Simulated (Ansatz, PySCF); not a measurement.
Breaking the K1–H2 bond in KH (multiplicity 1 held). Energies count from the point at 2.265 Å.


Unrestricted levels (U-) break spin symmetry where that is lower. Full CI gives the lowest state of the spin. With two correlated electrons CCSD equals full CI. Curves can end on different states.

Frozen-core correlation. Rows in 6-31G* carry no dispersion term and start afresh at each structure (6-31G* with six Cartesian d functions); the Pople sets are all-electron and without relativity.

The values were computed with Ansatz (Gaussian basis) for Hartree–Fock, density functionals and correlated methods; PySCF for 6-31G* rows. Values without a source in brackets are computed.

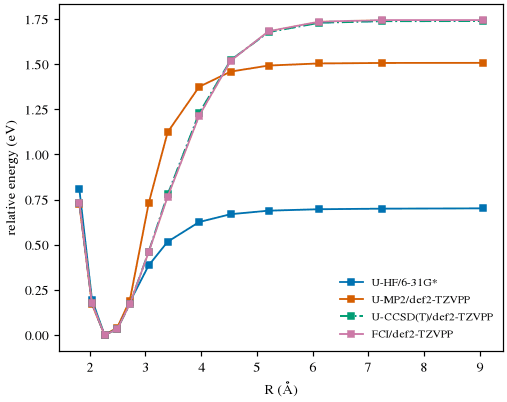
Figure: Relative energy along the coordinate

Question: Read off the U-HF/6-31G* curve at R = 5.210.

Answer: about 0.69 eV

Doubts at one or more of the structures used: a spin-contaminated determinant (U-HF/6-31G*, U-MP2/def2-TZVPP, U-CCSD(T)/def2-TZVPP); T1 above 0.05 (U-CCSD(T)/def2-TZVPP); the program's own flag: above unrestricted (FCI/def2-TZVPP).

Ansatz is a first-principles code.
